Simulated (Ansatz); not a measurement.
Input file:

```
crystal:
  lattice:
    - [4.87985612, 0.0, 0.0]
    - [-2.43992806, 4.22607936, 0.0]
    - [0.0, 0.0, 7.56377698]
  atoms:
    - { symbol: K, position: [0.0, 0.0, 0.75] }
    - { symbol: K, position: [0.0, 0.0, 0.25] }
    - { symbol: S, position: [0.66666667, 0.33333333, 0.5] }
    - { symbol: Br, position: [0.33333333, 0.66666667, 0.0] }
basis:
  ecutwfc: 420
kpoints:
  mp_grid: { grid: [12, 12, 6] }
hamiltonian:
  xc: pbe
scf:
  occupations: { method: gaussian, width: 0.1 }
output:
  forces: true
  stress: true
  eigenvalues: true
  write_density: true
  write_potential: true
  elf: true
  volumetric_format: npy
relax:
  adjacent_minimum: "off"
  f_tol: 0.01
  max_steps: 80
  cell: { stress_tol: 0.05 }
```

Launched as:

```sh
ansatz run input.yaml --threads 1 --pin off --max-ram 2048MiB --backend cpu --events-out ev --progress --plain --runs-dir out
```

Below, planes, directions and counts refer to the conventional cell (a = 4.36 Å, b = 4.36 Å, c = 8.53 Å, α = 90.00°, β = 90.00°, γ = 120.00°).

The fields are those of the relaxed geometry.

Space group P-6m2; a structure generated by program, which may or may not match a known phase; computed without spin polarisation.

The calculation used DFT PBE, scalar-relativistic, plane waves, PAW in Ansatz.

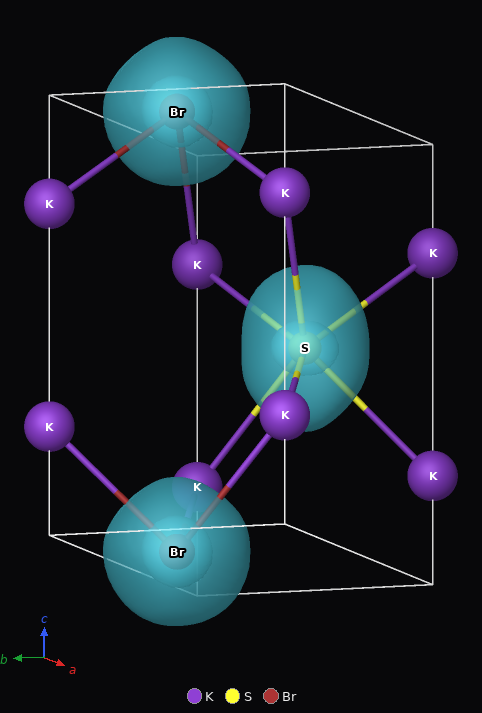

K2SBr. Isosurface of the electron localisation function at 0.75 (cyan), seen at an oblique angle. Only the valence region is drawn (cores and ρ < 0.01 e/Å³ removed). Sticks mark near contacts.

In a PAW calculation such maps are meaningful between the atoms, not at the nuclei.

Describe the localisation domains.

The surface consists of one region wrapped around Br (its valence shell) and one region wrapped around S (its valence shell), counted in one cell of 4 atoms. Regions shared between cells count once. Profiles from the grid: K–Br (3.28 Å): the ELF is about 0.15 at the midpoint (no shared electron pair shows on this line). K–S (3.32 Å): the ELF peaks at about 0.90 in the valence shell of S, 0.9 Å from its nucleus, and drops to about 0.05 between the two atoms (no shared electron pair shows on this line).
